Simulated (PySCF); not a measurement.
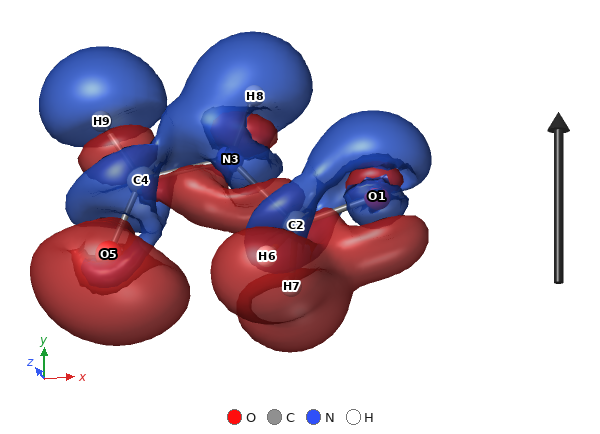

*C$_{2}$H$_{4}$NO$_{2}$, doublet, SMILES `[O]CNC=O`. Change of the electron density in a uniform field of 0.41 V/Å along +y (arrow), surfaces at ±0.002 e/Å³ (red: gain, blue: loss).*

Method: r2SCAN/def2-TZVP; geometry: GFN2-xTB; program: PySCF. No frequency check shows the geometry to be a minimum. A basis without diffuse functions makes polarisabilities too small. The stability of the open-shell solution wasn't checked. GFN2-xTB doesn't know the spin state, so this open-shell geometry is rough.

The calculation's input:

```python
import numpy as np
from pyscf import gto, scf, dft
from pyscf.scf import atom_ks, atom_hf
from scipy.linalg import block_diag

def solve(mol, dm0=None, hcore=None):
    mf = (dft.UKS if mol.spin else dft.RKS)(mol, xc='r2scan')
    mf.grids.level = 3
    mf = mf.density_fit(auxbasis='def2-universal-jkfit')
    mf.conv_tol, mf.max_cycle = 1e-8, 80
    if hcore is not None:
        mf.get_hcore = lambda *args: hcore
    mf.kernel(dm0)
    if not mf.converged:
        mf = mf.newton().run(mf.mo_coeff, mf.mo_occ, max_cycle=30)
    assert mf.converged, 'SCF not converged'
    return mf

mol = gto.M(atom='''
O      2.18859    -0.02799     0.00049
C      0.96374    -0.39489    -0.00060
N     -0.02584     0.66617    -0.00068
C     -1.35876     0.42431     0.00013
O     -1.84472    -0.67641     0.00017
H      0.70764    -1.08202     0.85576
H      0.70889    -1.08151    -0.85550
H      0.34062     1.60782     0.00142
H     -1.95717     1.35116     0.00063
''', basis='def2-tzvp', charge=0, spin=1, verbose=4)
field = np.array([0.0, 0.008, 0.0])  # atomic units
mol.set_common_orig(mol.atom_charges() @ mol.atom_coords() / mol.atom_charges().sum())
mf = solve(mol)
out = dict(dm0=mf.make_rdm1(), d0=mf.dip_moment(unit='AU'), e0=mf.e_tot)
for name, sign in (('p', 1), ('m', -1)):
    h = mf.get_hcore() + sign * np.einsum('x,xij->ij', field, mol.intor('int1e_r'))
    mi = solve(mol, mf.make_rdm1(), h)
    out.update({'dm' + name: mi.make_rdm1(), 'd' + name: mi.dip_moment(unit='AU'), 'e' + name: mi.e_tot})
# spherically averaged free atoms, for the promolecule
atm = atom_ks.get_atm_nrks(mol, xc='r2scan')
pro = block_diag(*[(atm[a[0]][2] * atm[a[0]][3]) @ atm[a[0]][2].T for a in mol._atom])
np.savez('result.npz', pro=pro, **out)
```

Launched as:

```sh
OMP_NUM_THREADS=1 python input.py
```

The run took 3.6 min on 1 thread of Intel(R) Xeon(R) Processor @ 2.70GHz (shared host), peak memory 0.75 GiB.

Partitions, critical points and surface values were worked out afterwards from this run's density.

### What dipole is induced, and what polarisability does it imply?

The induced dipole is 0.82 D (along the field); α along this axis, from the fields in both directions, is 41 bohr³ (6.0 Å³).

### Which atoms gain and lose the most charge?

Electrons gather most on O5 (Hirshfeld charge changes by −0.024 e) and leave H9 most (+0.015 e); 0.085 electrons are displaced in all.
